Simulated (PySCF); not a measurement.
Molecule: SMILES FB([SeH])[SeH] (H₂BFSe₂), singlet. Atoms near the plane z = 1.0 Å, at the B3LYP/def2-SVP optimised geometry (x, y, z in Å): B1 (-0.5, 0.5, 0.0), F2 (-1.2, 1.7, 0.0), Se3 (1.5, 0.5, 0.0), H4 (1.6, 2.0, 0.0), Se5 (-1.6, -1.1, 0.0), H6 (-0.4, -2.0, 0.0).

Computed with B3LYP/def2-TZVP (PySCF). The values are rescaled to run from 0 to 1.

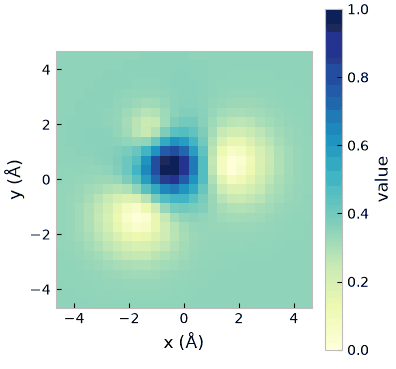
a field on the plane z = 1.0 Å.

Which quantity is mapped?
A) deformation density (molecule minus spherical neutral atoms)
B) Laplacian of the electron density
C) an orbital amplitude
D) electron localisation function

C, an orbital amplitude. In full: LUMO amplitude (bohr^(-3/2)).
